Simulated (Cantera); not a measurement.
Input: 1 mol MgSO4, 0.049 mol C, 0.71 mol O2, held at 6.40 mbar.

Cantera equilibrium calculation (NASA polynomials, part measured and part estimated; ideal gas, pure solids and liquids). Candidate condensed phases: C, Mg, MgCO3, MgO, MgS, MgSO4, S; 26 gas species. Mutual solubility and eutectic melting of coexisting phases are not modelled. Kinetics and transport are ignored.

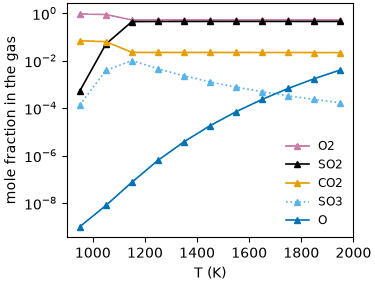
Fig. 1. Equilibrium gas composition (values under 1e-9 drawn at 1e-9)

### Question
Read off the mole fractions at 1950 K.

### Answer
O2 about 0.52, SO2 about 0.45, CO2 about 0.022, O about 0.0041, SO3 about 0.00017.
